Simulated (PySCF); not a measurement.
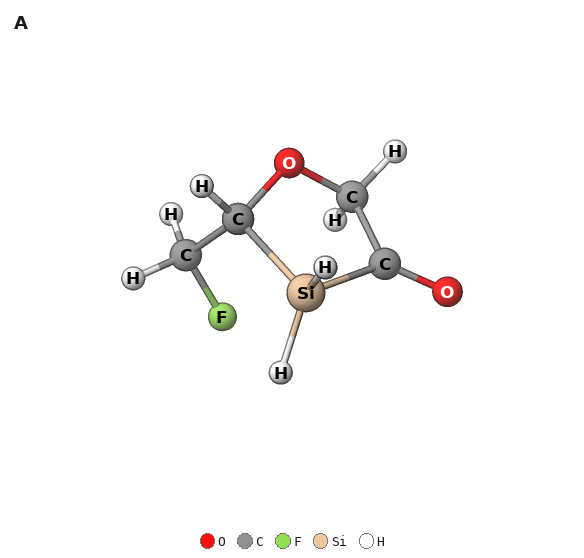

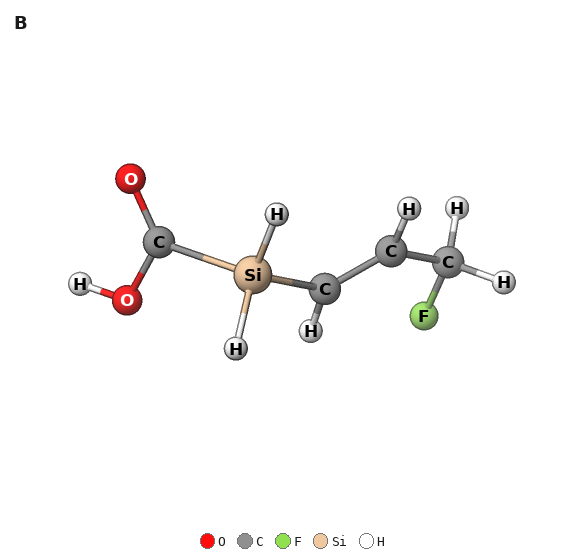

2 stationary structures of one formula. Geometries: GFN2-xTB. Electronic energies: CAM-B3LYP/def2-SVPD (PySCF 2.14.0), without zero-point energy. No frequency run is at hand to confirm each as a minimum. Each is one conformer, not always the lowest.

**Rank them by energy, lowest first.**

B is lowest; A lies 79.0 kJ/mol above it. A is `O=C1CO[C@@H](CF)[SiH2]1`, B is `O=C(O)[SiH2]/C=C/CF`.

The geometry is semi-empirical. Around Si such bond lengths and angles can be off by a tenth of an ångström or more and by several degrees, and values that hang on the shape move with them.
